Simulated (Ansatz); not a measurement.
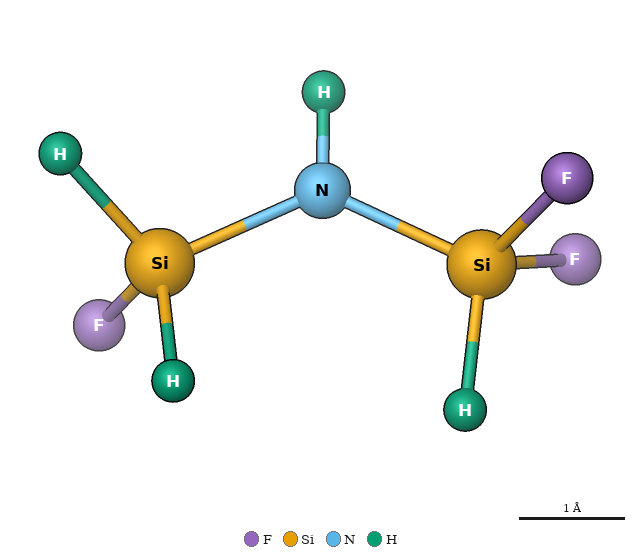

Distant atoms are faded towards the background colour. The geometry was computed by an optimisation with PBE0-D4/def2-TZVP. Masses are those of the most abundant isotopes; constants are for the rigid equilibrium geometry.

Classify the rotor and give the rotational constants (MHz).

Answer. An asymmetric top (C1): A = 5080, B = 1096, C = 956 MHz. Ray's parameter κ is −0.93, close to the prolate limit.
